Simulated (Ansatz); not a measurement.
# C2H4O2Si: rigid torsion scan in Python

The task is a rigid torsion scan, for C2H4O2Si.

All numbers are computed with the Python package of Ansatz 0.2.0. Level of theory: PBE0/6-31G*.

## (1) The system

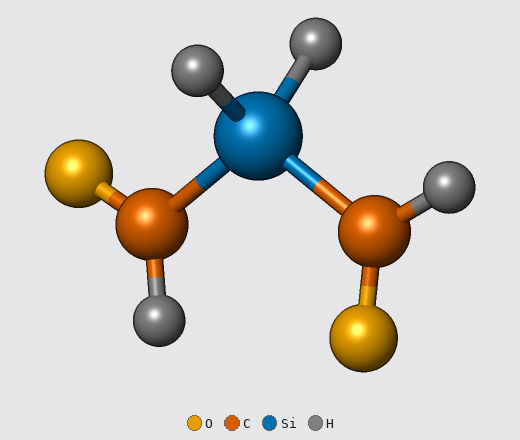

The structure that the script starts from, seen from a chosen angle (oxygen amber, carbon orange, silicon blue, hydrogen grey).

No structure file is read: the coordinates are typed or built in the script.

## (2) Script

Input file run_torsion.py:

```python
"""Rigid torsion scan of C2H4O2Si."""

from dataclasses import dataclass

import ansatz as az
from ase import Atoms


@dataclass
class Settings:
    basis_set: str = "6-31G*"
    functional: str = "PBE0"
    fmax: float = 0.02


cfg = Settings()

atoms = Atoms(["O", "C", "Si", "C", "O", "H", "H", "H", "H"], positions=[
    (-1.2847, -1.7432, -0.1834),
    (-1.4738, -0.5943, 0.191),
    (-0.0631, 0.6315, 0.102),
    (1.544, -0.225, -0.3208),
    (2.5895, 0.4084, -0.2605),
    (-2.4338, -0.2266, 0.5834),
    (-0.395, 1.6827, -0.9056),
    (0.0289, 1.3514, 1.4073),
    (1.4881, -1.2849, -0.6134),
])

# start the scan from a relaxed geometry
first = (
    az.Crystal.molecule_from_ase(atoms).calculation()
    .basis(gaussian=cfg.basis_set)
    .functional(cfg.functional)
    .relax(force_tolerance=cfg.fmax, max_steps=80)
)
atoms.positions = first.run(threads=1).report["positions_ang"]

start = atoms.get_dihedral(3, 2, 1, 0)
energies = {}
for turn in range(0, 360, 30):
    turned = atoms.copy()
    turned.set_dihedral(3, 2, 1, 0, start + turn, indices=[0, 1, 5])
    calculation = (
        az.Crystal.molecule_from_ase(turned).calculation()
        .basis(gaussian=cfg.basis_set)
        .functional(cfg.functional)
    )
    energies[round((start + turn) % 360)] = calculation.run(threads=1).report["free_energy_ev"]
floor = min(energies.values())
print("dihedral C3-Si2-C1-O0 (deg)   E - E(min) (kJ/mol)")
for angle, e in sorted(energies.items()):
    print(f"{angle:8d} {96.485332 * (e - floor):14.3f}  " + "#" * int(30 * (e - floor) / max(max(energies.values()) - floor, 1e-9)))
```

## (3) Running it

On the command line:

```sh
$ python run_torsion.py
```

Output:

```text
dihedral C3-Si2-C1-O0 (deg)   E - E(min) (kJ/mol)
      14          4.220  ###########
      44          6.194  ################
      74          7.864  #####################
     104          8.974  ########################
     134          9.946  ###########################
     164         10.501  ############################
     194         11.021  ##############################
     224         10.322  ############################
     254          6.890  ##################
     284          2.307  ######
     314          0.000
     344          1.998  #####
```

Run time: 98 s. Hardware: 1 thread of Arm Neoverse V2, shared host; peak memory 0.24 GiB.

## (4) The relaxation of run 0, step by step

Relaxation path:

| step | E - E(step 1) (eV) | largest force component (eV/Å) |
| --- | --- | --- |
| 1 | 0.0000 | 1.4535 |
| 2 | -0.1004 | 0.6276 |
| 3 | -0.0341 | 1.3472 |
| 4 | -0.1207 | 0.1727 |
| 5 | -0.1222 | 0.0866 |
| 6 | -0.1238 | 0.0814 |
| 7 | -0.1246 | 0.0416 |
| 8 | -0.1269 | 0.0182 |
| 9 | -0.1274 | 0.1630 |
| 10 | -0.1066 | 1.1143 |
| 11 | -0.1299 | 0.0487 |
| 12 | -0.1302 | 0.2712 |
| 13 | -0.1309 | 0.1581 |
| 14 | -0.1332 | 0.0209 |
| 15 | -0.1332 | 0.0161 |
| 16 | -0.1334 | 0.1475 |
| 17 | -0.1344 | 0.0074 |
| 18 | -0.1346 | 0.0296 |
| 19 | -0.1346 | 0.0807 |
| 20 | -0.1346 | 0.0710 |
| 21 | -0.1348 | 0.0375 |
| 22 | -0.1348 | 0.0137 |

Step 1 is the start. Steps 3, 10, 20 were tried and not accepted.

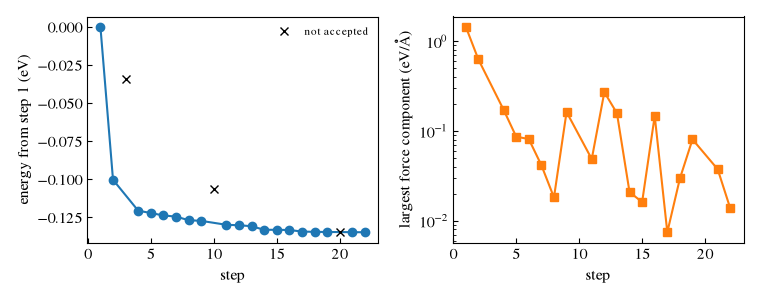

Energy and largest force along the relaxation.

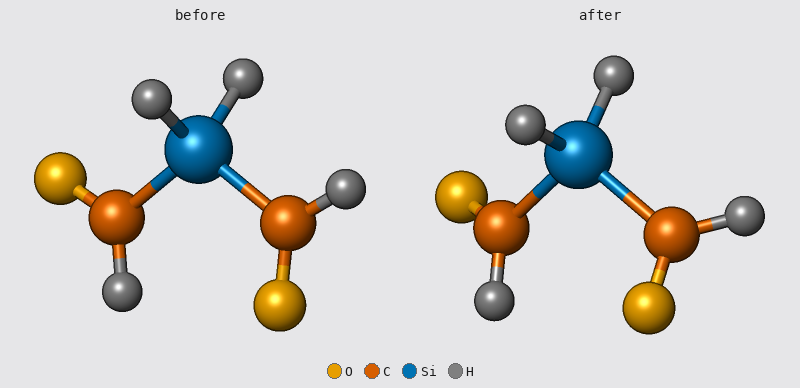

Before and after, at one scale.

Before: Bond lengths: O1–C2 1.223 Å, C2–Si3 1.871 Å, Si3–C4 1.870 Å, C4–O5 1.224 Å, C2–H6 1.100 Å, Si3–H7 1.493 Å, Si3–H8 1.493 Å, C4–H9 1.101 Å. Angles: O1–C2–Si3 119.0°, O1–C2–H6 123.9°, Si3–C2–H6 117.1°, C2–Si3–C4 111.0°, C2–Si3–H7 109.0°, C2–Si3–H8 108.7°, C4–Si3–H7 111.2°, C4–Si3–H8 111.4°, H7–Si3–H8 105.3°, Si3–C4–O5 119.1°, Si3–C4–H9 117.2°, O5–C4–H9 123.7°.

After: Bond lengths: O1–C2 1.214 Å, C2–Si3 1.928 Å, Si3–C4 1.933 Å, C4–O5 1.210 Å, C2–H6 1.115 Å, Si3–H7 1.488 Å, Si3–H8 1.486 Å, C4–H9 1.115 Å. Angles: O1–C2–Si3 118.0°, O1–C2–H6 119.8°, Si3–C2–H6 122.2°, C2–Si3–C4 105.9°, C2–Si3–H7 107.0°, C2–Si3–H8 113.7°, C4–Si3–H7 108.5°, C4–Si3–H8 110.7°, H7–Si3–H8 110.9°, Si3–C4–O5 122.1°, Si3–C4–H9 117.4°, O5–C4–H9 120.5°.

Run 0 is this relaxation; the runs after it count from 1.

## (5) What each run gave

One row for each of the 12 runs:

```csv
run,turn (°),energy from run 1 (eV),SCF cycles,CPU time (s)
1,0,0.0000,18,2.2
2,30,0.0207,18,2.2
3,60,0.0437,18,2.2
4,90,0.0642,18,2.2
5,120,0.0815,18,2.2
6,150,0.0930,18,2.2
7,180,0.1031,18,2.2
8,210,0.1088,18,2.2
9,240,0.1142,18,2.3
10,270,0.1070,18,2.2
11,300,0.0714,18,2.2
12,330,0.0239,18,2.2
```

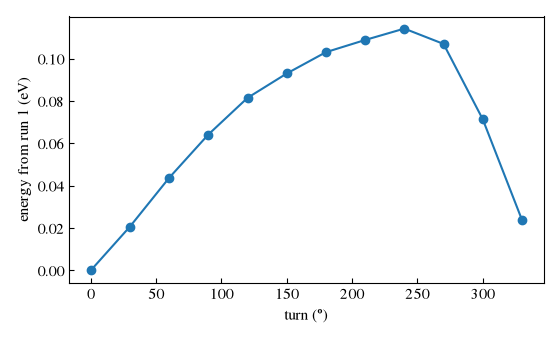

Energy against turn; lines join the points.

## (6) Results

```
              quantity     value
         runs compared        12
       range of energy  0.114 eV
lowest point, turn (°)         0
```

**Reading.** The lowest point lies at a turn of 0°, the highest 0.114 eV (11.0 kJ/mol) above it at 240°. The grid can miss the true lowest and highest points, and the rest of the molecule is held rigid. Run 0: The relaxation took 18 moves; the largest shift is 0.638 Å, of atom 6 (H). The scan is rigid and the energies are electronic, in a modest basis. With rigid groups the curve can differ much from the relaxed path, the start wasn't checked as a minimum of this torsion, and equivalent turns needn't return to the same energy.
